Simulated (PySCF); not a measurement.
## Electronic structure of C7H8N2 (SMILES CCc1ccc(C#N)[nH]1) in real space

Input

```
{"job": {"kind": "uv", "xc": "PBE0", "basis": "def2-SVPD", "nstates": 6, "ntriplets": 2}, "charge": 0, "multiplicity": 1}
C     -2.426498    -0.302363     0.356894
C     -1.513792     0.807161    -0.174375
C     -0.110786     0.328740    -0.320817
C      0.530792    -0.240188    -1.400691
C      1.836789    -0.556752    -1.008947
C      1.966195    -0.172703     0.314937
C      3.068387    -0.258555     1.166514
N      3.975607    -0.326411     1.868970
N      0.766331     0.360049     0.710888
H     -2.419726    -1.151871    -0.321490
H     -3.446910     0.061179     0.447959
H     -2.091151    -0.641587     1.334743
H     -1.542176     1.659034     0.510323
H     -1.878392     1.140121    -1.147298
H      0.103240    -0.403872    -2.370025
H      2.600248    -1.010605    -1.609075
H      0.574845     0.720653     1.631581
```

Launched as:

```sh
OMP_NUM_THREADS=1 python probes_run.py task.json out
```

Geometry: GFN2-xTB.

Theory: PySCF 2.14.0, PBE0/def2-SVPD, SCF density, gas phase.

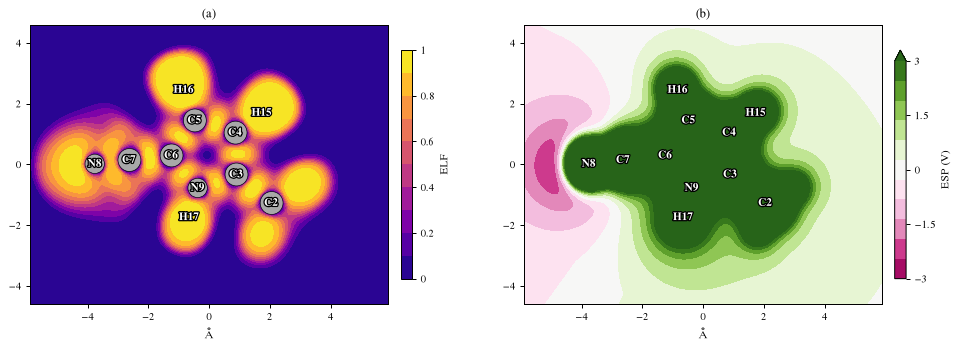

Figure 1. (a) ELF; (b) molecular electrostatic potential on the plane of atoms C3, C4 and H15. Grey discs cover the atomic cores in the ELF map.

**Interpret the plot.**

- The plane passes through C, N and H nuclei.
- C–N (1.15 Å): the ELF peaks at about 0.85 between the atoms: a multiple bond.
- C–C (1.38 Å): the ELF peaks at about 0.95 between the atoms: a covalent bond.
- N–H (1.01 Å): the ELF climbs to about 1 towards the hydrogen, as it does in any bond to H (an ordinary covalent bond to hydrogen).
- C–C (1.49 Å): the ELF peaks at about 0.95 between the atoms: localised, covalent bonding.
- C–H (1.07 Å): the ELF climbs to about 1 towards the hydrogen (a covalent bond by its length).
- The ELF also peaks beside N8, away from the bonds: lone-pair regions.
- Outside the dense part of the molecule the potential is most negative (−2.4 V) near N8.

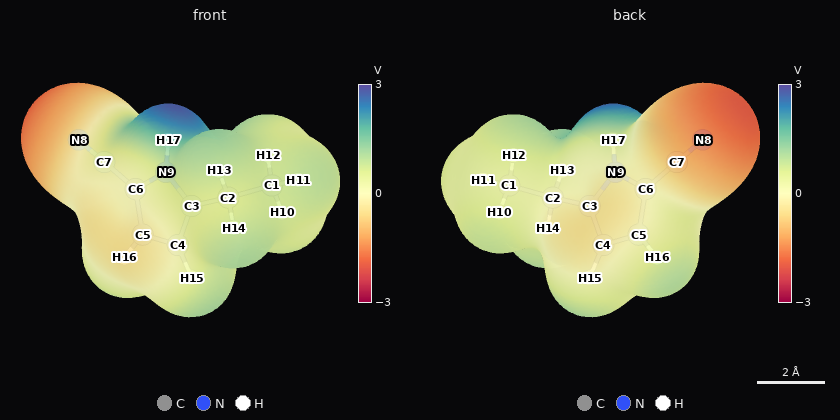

Figure 2. The electrostatic potential painted on the density surface at 0.002 e/bohr³, seen from the front and from behind; red is negative and blue positive.

**Describe the electrostatic potential map.**

The most negative region (about −2.0 V, or −46 kcal/mol for a unit charge) lies over N8, the most positive (about +2.8 V, or +65 kcal/mol for a unit charge) over H17. N8 is the likeliest acceptor of a hydrogen bond.

**How polar is the molecule by this calculation?**

Its dipole moment is 5.30 D.
